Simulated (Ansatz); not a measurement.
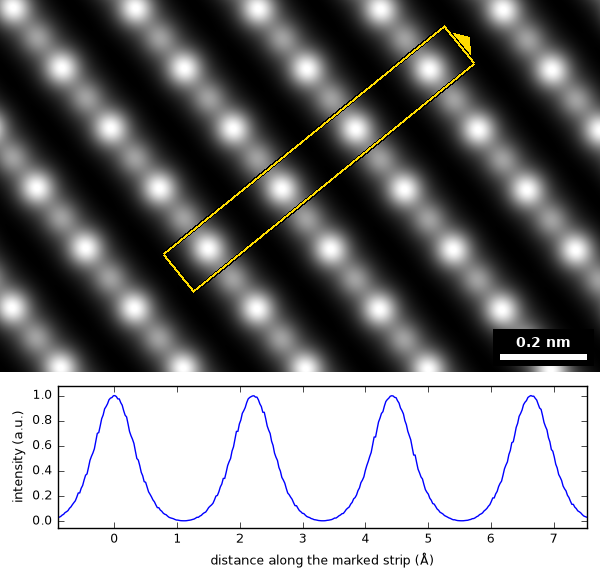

Integrated-DPC-like image of WSe (Pm-3m, No. 221) along [211]. Simulated as the projected potential of neutral atoms (B = 0.8 Å²) blurred by a 0.50 Å probe, the thin-sample limit of integrated differential phase contrast. Structure used: the geometry relaxed with DFT r2SCAN, scalar-relativistic, plane waves, PAW in Ansatz; the starting structure was generated, so it need not be a known form of this composition.

```xyz
2
Lattice="3.1315 0.0000 0.0000 0.0000 3.1315 0.0000 0.0000 0.0000 3.1315" Properties=species:S:1:pos:R:3 pbc="T T T"
W     0.0000    0.0000    0.0000
Se    1.5657    1.5657    1.5657
```

The curve is the intensity along the marked strip, in the direction of its arrowhead, with zero distance at the first column. Brightness is counted from the darkest point of the image.

List the columns that the line crosses, with their positions.

Answer.
```
position (Å)  atoms per repeat along the beam  height (% of the highest)
         0.0                              1 W                        100
         2.2                              1 W                        100
         4.4                              1 W                        100
         6.6                              1 W                        100
```
